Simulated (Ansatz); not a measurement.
One stationary structure of AlRu. Space group Pm-3m (No. 221), CsCl type. Calculation: r2SCAN (plane waves to 500 eV, PAW, scalar-relativistic; Ansatz, a quantum-chemistry and plane-wave program).

```xyz
2
Lattice="2.9826 0.0000 0.0000 0.0000 2.9826 0.0000 0.0000 0.0000 2.9826" Properties=species:S:1:pos:R:3 pbc="T T T"
Al     1.4913     1.4913     1.4913
Ru     0.0000     0.0000     0.0000
```

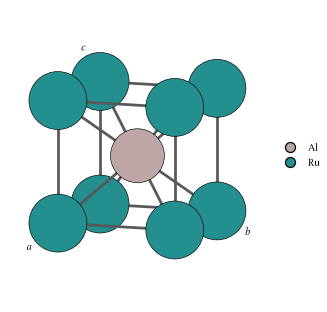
The conventional cell of the relaxed structure

- Volume per atom = 13.27 Å³
- Density = 8.01 g/cm³
- Band gap = no gap (metallic)
- Shortest distances = Al–Ru 2.58 Å; Al–Al 2.98 Å; Ru–Ru 2.98 Å
- k-mesh = 16×16×16

Band energies at high-symmetry points (eV from the Fermi level; labels of this space group; no spin-orbit coupling), from −5 eV up to 4.0 eV:

| point | energies |
|---|---|
| Γ | -3.74 -3.74 0.16 0.16 0.16 |
| X | -2.85 -1.72 -1.72 0.42 2.53 |
| M | -3.19 -1.49 -1.49 -1.28 -1.28 1.73 |
| R | -4.98 -4.98 -4.98 1.83 1.83 3.25 |

No spin polarisation in the result.

It was reached from a disturbed copy of a Cmcm (No. 63) cell, against which it lies -0.21 eV/atom.
